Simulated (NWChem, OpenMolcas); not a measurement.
# How methods differ on SnCl2F2 (SMILES [F][Sn]([F])([Cl])[Cl])

SnCl2F2: 5 atoms, total charge 0, spin state singlet. As SMILES, `[F][Sn]([F])([Cl])[Cl]`. Geometry: relaxed at PBE0-D4/def2-TZVP.

```xyz
5

F    -0.1360   -0.3185    1.8715
Sn    0.0316   -0.0366    0.0136
F     1.5090   -1.0802   -0.5231
Cl   -1.8377   -0.7930   -1.0300
Cl    0.4830    2.1547   -0.3734
```

Quantity: the energy change with the Sn2–Cl4 bond stretched from 2.271 to 4.087 Å, in eV. The values are calculated.

```csv
level,kind,program,value (eV),less CCSD(T)/def2-SVP,CPU time (all runs)
HF/def2-SVP (core potential) (restricted),Hartree–Fock,NWChem,5.20,+1.83,51 s
HF/def2-SVP (core potential) (unrestricted),Hartree–Fock,OpenMolcas,2.61,-0.76,24 s
revPBE/def2-SVP (core potential) (restricted),GGA,OpenMolcas,3.19,-0.18,73 s
TPSS/def2-SVP (core potential) (restricted),meta-GGA,OpenMolcas,3.42,+0.05,1.9 min
BHLYP/def2-SVP (core potential) (restricted),global hybrid,OpenMolcas,4.43,+1.06,54 s
M06-2X/def2-SVP (core potential) (restricted),hybrid meta-GGA,OpenMolcas,4.51,+1.14,66 s
MP2/def2-SVP (core potential) (restricted),perturbation theory,OpenMolcas,4.28,+0.91,25 s
CCSD(T)/def2-SVP (core potential) (restricted),coupled cluster or CI,OpenMolcas,3.37,0.00,4.8 min
```

Differences are taken from CCSD(T)/def2-SVP (core potential) (restricted) for orientation; it has basis-set and higher-order errors of its own. At this stretch a single reference begins to fail. A spin-restricted reference rises too steeply as a bond breaks; here HF/def2-SVP, revPBE/def2-SVP, TPSS/def2-SVP, BHLYP/def2-SVP, M06-2X/def2-SVP, MP2/def2-SVP, CCSD(T)/def2-SVP lie well above the multireference or unrestricted value. The first shape isn't each level's own minimum. The values span 2.61 to 5.20 eV. Spin contamination of the reference (⟨S²⟩ at least 0.1 too high) touches HF/def2-SVP. In the correlated wave-function rows the outer d shell of Sn is correlated, in sets not made for it. CPU times are rough (shared hosts, several kinds of processor and program).

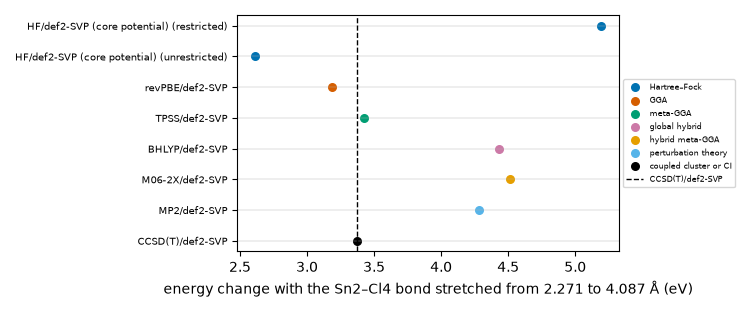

The values of the table, level by level.
